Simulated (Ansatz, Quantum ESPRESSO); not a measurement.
# BaH2 (P6_3/mmc): zone-centre phonons

Wanted: the vibrations of BaH2 (P6_3/mmc) at Γ, by two programs.

Main program and level: Quantum ESPRESSO 7.5; DFT LDA, scalar-relativistic, plane waves, PseudoDojo norm-conserving pseudopotentials.

## (1) The structure

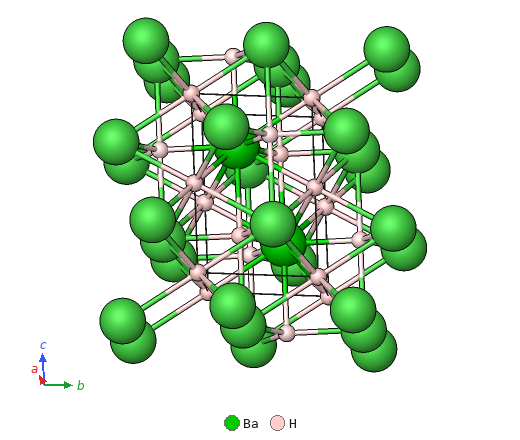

Start, viewed from a free direction; barium green, hydrogen pink. Some periodic images of atoms are drawn too.

## (2) A first look

A cheap run with smearing and empty bands tells whether the crystal has a gap, which decides between fixed occupations and smearing later on.

The input, probe.in:

```
&control
   calculation = 'scf'
   prefix = 'x'
   outdir = './tmp'
   pseudo_dir = './pseudo'
   tprnfor = .true.
   tstress = .true.
   verbosity = 'high'
/
&system
   ibrav = 0
   nat = 6
   ntyp = 2
   ecutwfc = 62.0
   occupations = 'smearing'
   smearing = 'gaussian'
   degauss = 0.01
/
&electrons
   conv_thr = 1.0d-07
   mixing_beta = 0.7
   electron_maxstep = 100
/
ATOMIC_SPECIES
 Ba    137.3270  Ba.upf
 H       1.0080  H.upf
CELL_PARAMETERS angstrom
     4.462025050    0.000000000    0.000000000
    -2.231012530    3.864227050    0.000000000
     0.000000000    0.000000000    6.055292590
ATOMIC_POSITIONS crystal
 Ba     0.666666670   0.333333330   0.750000000
 Ba     0.333333330   0.666666670   0.250000000
 H      0.333333330   0.666666670   0.750000000
 H      0.666666670   0.333333330   0.250000000
 H      0.000000000   0.000000000   0.500000000
 H      0.000000000   0.000000000   0.000000000
K_POINTS automatic
 6 6 4 0 0 0
```

Run with:

```
OMP_NUM_THREADS=1 mpirun -n 4 pw.x -nk 4 -in probe.in > probe.out
```

Log:

```text
[banners, grids, parts of the stress and lines that vanish by symmetry left out]
Program PWSCF v.7.5
     Message from routine setup:
     using ibrav=0 with symmetry is DISCOURAGED, use correct ibrav instead
[...]
kinetic-energy cutoff     =      62.0000  Ry
     charge density cutoff     =     248.0000  Ry
     scf convergence threshold =      1.0E-07
[...]
Exchange-correlation= SLA  PW   NOGX NOGC
                           (   1   4   0   0   0   0   0)
[...]
24 Sym. Ops., with inversion, found (12 have fractional translation)
[...]
(     0          1          0      )
                  (     0          0          1      )
[...]
(  0.0000000  1.0000000  0.0000000 )
                  (  0.0000000  0.0000000  1.0000000 )
[...]
(     0         -1          0      )       ( -0.0000000 )
[...]
number of k points=    21  Gaussian smearing, width (Ry)=  0.0100
[...]
End of self-consistent calculation
[...]
the Fermi energy is     6.7386 ev
!    total energy              =    -117.49913252 Ry
[...]
convergence has been achieved in   7 iterations
[...]
atom    1 type  1   force =     0.00000000    0.00000000   -0.00000000
     atom    2 type  1   force =     0.00000000   -0.00000000   -0.00000000
     atom    3 type  2   force =    -0.00000000   -0.00000000   -0.00000000
     atom    4 type  2   force =     0.00000000    0.00000000   -0.00000000
     atom    5 type  2   force =    -0.00000000    0.00000000    0.00000000
     atom    6 type  2   force =     0.00000000    0.00000000   -0.00000000
[...]
Total force =     0.000000     Total SCF correction =     0.000000
[...]
total   stress  (Ry/bohr**3)                   (kbar)     P=      -32.61
[...]
XML data file, charge density, pseudopotentials, collected wavefunctions

   JOB DONE.
```

Elapsed: 9.2 s, on 4 MPI ranks of Arm Neoverse V1, shared host; 36 s of CPU time.

Numbers from this step:

```
volume per atom   : 17.40 Å³
pressure          : -3.261 GPa
gap on the k-mesh : 1.363 eV
```

A gap of 1.4 eV opens on this mesh, so the crystal is taken as an insulator; the start stands at -3.3 GPa.

## (3) Relaxing the cell and atoms

The harmonic expansion starts where the forces on the atoms vanish, and stress shifts the frequencies, so cell and atoms are relaxed with tight thresholds.

relax.in, as its differences from probe.in of step 2:

```diff
@@ -1,3 +1,3 @@
 &control
-   calculation = 'scf'
+   calculation = 'vc-relax'
    prefix = 'x'
@@ -7,3 +7,5 @@
    tstress = .true.
-   verbosity = 'high'
+   forc_conv_thr = 2.0d-05
+   etot_conv_thr = 1.0d-07
+   nstep = 40
 /
@@ -14,10 +16,14 @@
    ecutwfc = 62.0
-   occupations = 'smearing'
-   smearing = 'gaussian'
-   degauss = 0.01
+   occupations = 'fixed'
+   nbnd = 14
 /
 &electrons
-   conv_thr = 1.0d-07
+   conv_thr = 1.0d-11
    mixing_beta = 0.7
    electron_maxstep = 100
+/
+&ions
+/
+&cell
+   press_conv_thr = 0.1
 /
```

Run with:

```
OMP_NUM_THREADS=1 mpirun -n 4 pw.x -nk 4 -in relax.in > relax.out
```

Log:

```text
[banners, grids, parts of the stress and lines that vanish by symmetry left out]
[banner, memory and clock lines left out]
Program PWSCF v.7.5

[...]
kinetic-energy cutoff     =      62.0000  Ry
     charge density cutoff     =     248.0000  Ry
     scf convergence threshold =      1.0E-11
[...]
energy convergence thresh.=      1.0E-07
     force convergence thresh. =      2.0E-05
     press convergence thresh. =      1.0E-01
     Exchange-correlation= SLA  PW   NOGX NOGC
                           (   1   4   0   0   0   0   0)
[...]
24 Sym. Ops., with inversion, found (12 have fractional translation)
[...]
number of k points=    21
[...]
c_bands:  1 eigenvalues not converged
[...]
c_bands:  1 eigenvalues not converged
[...]
c_bands:  1 eigenvalues not converged
[...]
End of self-consistent calculation
[...]
highest occupied, lowest unoccupied level (ev):     6.1334    7.4960
!    total energy              =    -117.49913260 Ry
[...]
convergence has been achieved in   9 iterations
[...]
atom    1 type  1   force =    -0.00000000   -0.00000000   -0.00000000
     atom    2 type  1   force =     0.00000000    0.00000000    0.00000000
     atom    3 type  2   force =    -0.00000000    0.00000000    0.00000000
     atom    4 type  2   force =     0.00000000   -0.00000000    0.00000000
     atom    5 type  2   force =     0.00000000    0.00000000    0.00000000
     atom    6 type  2   force =    -0.00000000   -0.00000000    0.00000000
     Total force =     0.000000     Total SCF correction =     0.000000
[...]
total   stress  (Ry/bohr**3)                   (kbar)     P=      -32.57
[...]
number of bfgs steps    =   0
[...]
CELL_PARAMETERS (angstrom)
[...]
ATOMIC_POSITIONS (crystal)
Ba               0.6666666700        0.3333333300        0.7500000000
Ba               0.3333333300        0.6666666700        0.2500000000
H                0.3333333300        0.6666666700        0.7500000000
H                0.6666666700        0.3333333300        0.2500000000
[...]
New effective cutoffs (rho, wfc):  250.70   62.69
[...]
End of self-consistent calculation
[...]
highest occupied, lowest unoccupied level (ev):     6.2876    7.6553
!    total energy              =    -117.50151553 Ry
[...]
convergence has been achieved in   7 iterations
[...]
atom    1 type  1   force =     0.00000000    0.00000000   -0.00000000
     atom    2 type  1   force =    -0.00000000   -0.00000000    0.00000000
     atom    3 type  2   force =     0.00000000   -0.00000000   -0.00000000
     atom    4 type  2   force =    -0.00000000    0.00000000    0.00000000
     atom    5 type  2   force =    -0.00000000   -0.00000000    0.00000000
     atom    6 type  2   force =     0.00000000    0.00000000   -0.00000000
     Total force =     0.000000     Total SCF correction =     0.000000
[...]
total   stress  (Ry/bohr**3)                   (kbar)     P=      -27.61
[...]
number of bfgs steps    =   1
[...]
WARNING: bfgs curvature condition failed, Theta= 0.955
[...]
CELL_PARAMETERS (angstrom)
[...]
ATOMIC_POSITIONS (crystal)
[...]
New effective cutoffs (rho, wfc):  254.80   63.73
[...]
End of self-consistent calculation
[...]
highest occupied, lowest unoccupied level (ev):     6.5121    7.8903
!    total energy              =    -117.50418988 Ry
[...]
!    total energy              =    -117.50738230 Ry
[...]
convergence has been achieved in   7 iterations
[...]
Total force =     0.000000     Total SCF correction =     0.000000
[...]
total   stress  (Ry/bohr**3)                   (kbar)     P=        1.20
[...]
number of bfgs steps    =   7
[...]
highest occupied, lowest unoccupied level (ev):     7.0627    8.5816
!    total energy              =    -117.50752788 Ry
[...]
convergence has been achieved in   7 iterations
[...]
Total force =     0.000000     Total SCF correction =     0.000000
[...]
total   stress  (Ry/bohr**3)                   (kbar)     P=        0.62
[...]
number of bfgs steps    =   8
[...]
New effective cutoffs (rho, wfc):  275.27   69.48
[...]
highest occupied, lowest unoccupied level (ev):     7.0587    8.5975
!    total energy              =    -117.50755878 Ry
[...]
convergence has been achieved in   7 iterations
[...]
Total force =     0.000000     Total SCF correction =     0.000000
[...]
total   stress  (Ry/bohr**3)                   (kbar)     P=        0.06
[...]
number of bfgs steps    =   9
[...]
CELL_PARAMETERS (angstrom)
[...]
ATOMIC_POSITIONS (crystal)
[...]
New effective cutoffs (rho, wfc):  275.15   69.44
[...]
End of self-consistent calculation
[...]
highest occupied, lowest unoccupied level (ev):     7.0569    8.5948
!    total energy              =    -117.50755885 Ry
[...]
convergence has been achieved in   5 iterations
[...]
atom    5 type  2   force =    -0.00000000   -0.00000000   -0.00000000
     atom    6 type  2   force =     0.00000000    0.00000000   -0.00000000
     Total force =     0.000000     Total SCF correction =     0.000000
[...]
total   stress  (Ry/bohr**3)                   (kbar)     P=       -0.00
[...]
bfgs converged in  11 scf cycles and  10 bfgs steps
[...]
End of BFGS Geometry Optimization
     Final enthalpy           =    -117.5075588477 Ry
     File ./tmp/x.bfgs deleted, as requested
[...]
CELL_PARAMETERS (angstrom)
[...]
ATOMIC_POSITIONS (crystal)
[...]
H                0.0000000000        0.0000000000        0.5000000000
H               -0.0000000000       -0.0000000000        0.0000000000
[...]
Final scf calculation at the relaxed structure.
[...]
kinetic-energy cutoff     =      62.0000  Ry
     charge density cutoff     =     248.0000  Ry
     scf convergence threshold =      1.0E-13
[...]
press convergence thresh. =      1.0E-01
     Exchange-correlation= SLA  PW   NOGX NOGC
                           (   1   4   0   0   0   0   0)
[...]
24 Sym. Ops., with inversion, found (12 have fractional translation)
[...]
number of k points=    21
[...]
c_bands:  1 eigenvalues not converged
     c_bands:  2 eigenvalues not converged
     c_bands:  2 eigenvalues not converged
     c_bands:  2 eigenvalues not converged
     c_bands:  2 eigenvalues not converged
[...]
End of self-consistent calculation
[...]
highest occupied, lowest unoccupied level (ev):     7.0572    8.5948
!    total energy              =    -117.50733231 Ry
[...]
convergence has been achieved in  11 iterations
[...]
atom    1 type  1   force =    -0.00000000    0.00000000    0.00000000
     atom    2 type  1   force =     0.00000000   -0.00000000   -0.00000000
     atom    3 type  2   force =    -0.00000000   -0.00000000    0.00000000
     atom    4 type  2   force =     0.00000000    0.00000000   -0.00000000
     atom    5 type  2   force =     0.00000000    0.00000000    0.00000000
     atom    6 type  2   force =    -0.00000000    0.00000000   -0.00000000
     Total force =     0.000000     Total SCF correction =     0.000000
[...]
total   stress  (Ry/bohr**3)                   (kbar)     P=       -0.28
[...]
XML data file, charge density, pseudopotentials, collected wavefunctions
```

Wall time 90 s (4 MPI ranks); 6 min of CPU time.

Step by step:

```tsv
step	energy less that of the first step (eV)	largest force (eV/Å)	pressure (GPa)	volume (Å³)
1	0.0000	0.0000	-3.26	104.41
2	-0.0324	0.0000	-2.76	102.68
3	-0.0688	0.0000	-1.99	100.25
4	-0.0990	0.0000	-0.82	96.95
5	-0.1069	0.0000	0.15	94.48
6	-0.1084	0.0000	0.17	94.36
7	-0.1101	0.0000	0.16	94.28
8	-0.1122	0.0000	0.12	94.19
9	-0.1142	0.0000	0.06	94.08
10	-0.1146	0.0000	0.01	94.04
11	-0.1146	0.0000	0.00	94.06
12	-0.1116	0.0000	-0.03	94.06
```

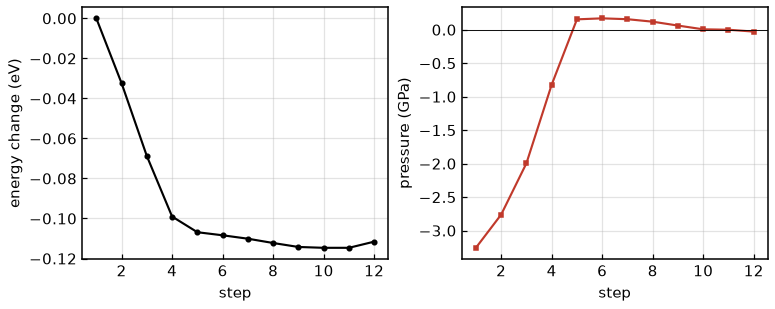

Energy and pressure along the relaxation.

```tsv
conventional cell, symmetrised	before	after	change
a (Å)	4.462	4.358	-2.3 %
b (Å)	4.462	4.358	-2.3 %
c (Å)	6.055	5.719	-5.6 %
volume (Å³/atom)	17.40	15.68	-9.9 %
```

Final coordinates:

```cif
data_structure
_symmetry_space_group_name_H-M 'P 1'
_symmetry_Int_Tables_number 1
_cell_length_a 4.3581
_cell_length_b 4.3581
_cell_length_c 5.7186
_cell_angle_alpha 90.000
_cell_angle_beta 90.000
_cell_angle_gamma 120.000
_cell_volume 94.06
loop_
_atom_site_label
_atom_site_type_symbol
_atom_site_fract_x
_atom_site_fract_y
_atom_site_fract_z
_atom_site_occupancy
Ba1 Ba 0.66667 0.33333 0.75000 1
Ba2 Ba 0.33333 0.66667 0.25000 1
H3 H 0.33333 0.66667 0.75000 1
H4 H 0.66667 0.33333 0.25000 1
H5 H 0.00000 0.00000 0.50000 1
H6 H 0.00000 0.00000 0.00000 1
```

The last row of the table of steps is pw.x's closing run on a basis chosen anew for the final cell, so its energy can jump.

Numbers from this step:

| Quantity | Value |
| --- | --- |
| volume per atom | 15.68 Å³ |
| pressure | -0.02800 GPa |
| gap on the k-mesh | 1.538 eV |

The volume changes by -9.9 % from the cell with which this run began.

## (4) Ground state

The response is built on this ground state, so it is converged far tighter than an energy would need. With a gap, occupations are fixed, which also allows the response to an electric field.

The input, scf.in:

```
&control
   calculation = 'scf'
   prefix = 'x'
   outdir = './tmp'
   pseudo_dir = './pseudo'
   tprnfor = .true.
   tstress = .true.
/
&system
   ibrav = 0
   nat = 6
   ntyp = 2
   ecutwfc = 62.0
   occupations = 'fixed'
   nbnd = 14
/
&electrons
   conv_thr = 1.0d-12
   mixing_beta = 0.7
   electron_maxstep = 100
/
ATOMIC_SPECIES
 Ba    137.3270  Ba.upf
 H       1.0080  H.upf
CELL_PARAMETERS angstrom
     4.358081706    0.000000000    0.000000000
    -2.179040855    3.774209467    0.000000000
     0.000000000    0.000000000    5.718609594
ATOMIC_POSITIONS crystal
 Ba     0.666666667   0.333333333   0.750000000
 Ba     0.333333333   0.666666667   0.250000000
 H      0.333333333   0.666666667   0.750000000
 H      0.666666667   0.333333333   0.250000000
 H      0.000000000   0.000000000   0.500000000
 H      0.000000000   0.000000000   0.000000000
K_POINTS automatic
 6 6 4 0 0 0
```

Run with:

```
OMP_NUM_THREADS=1 mpirun -n 4 pw.x -nk 4 -in scf.in > scf.out
```

Log:

```text
[banners, grids, parts of the stress and lines that vanish by symmetry left out]
[banner, memory and clock lines left out]
Program PWSCF v.7.5

[...]
kinetic-energy cutoff     =      62.0000  Ry
     charge density cutoff     =     248.0000  Ry
     scf convergence threshold =      1.0E-12
[...]
Exchange-correlation= SLA  PW   NOGX NOGC
                           (   1   4   0   0   0   0   0)
[...]
24 Sym. Ops., with inversion, found (12 have fractional translation)
[...]
number of k points=    21
[...]
c_bands:  1 eigenvalues not converged
[...]
c_bands:  1 eigenvalues not converged
[...]
End of self-consistent calculation
[...]
highest occupied, lowest unoccupied level (ev):     7.0572    8.5948
!    total energy              =    -117.50733232 Ry
[...]
convergence has been achieved in  10 iterations
[...]
atom    1 type  1   force =     0.00000000    0.00000000   -0.00000000
     atom    2 type  1   force =    -0.00000000   -0.00000000    0.00000000
     atom    3 type  2   force =     0.00000000   -0.00000000   -0.00000000
     atom    4 type  2   force =     0.00000000   -0.00000000    0.00000000
     atom    5 type  2   force =     0.00000000    0.00000000    0.00000000
     atom    6 type  2   force =    -0.00000000   -0.00000000    0.00000000
     Total force =     0.000000     Total SCF correction =     0.000000
[...]
total   stress  (Ry/bohr**3)                   (kbar)     P=       -0.28
[...]
XML data file, charge density, pseudopotentials, collected wavefunctions
```

Elapsed: 10 s, on 4 MPI ranks; 41 s of CPU time.

The cell stands at -0.028 GPa, close enough for phonons.

[end of part 1 of 4]

[Host names and launcher messages were left out of these logs when they were recorded.]

[Logs are printed without paths, hosts, clocks, repeated set-up lines and the standing remarks that a program may print on its own settings, such as how far it seeks lower states.]

[Hosts, paths, dates, database ids (printed as entryN), source tags and the programs' standing remarks are cut or masked in the printed files.]
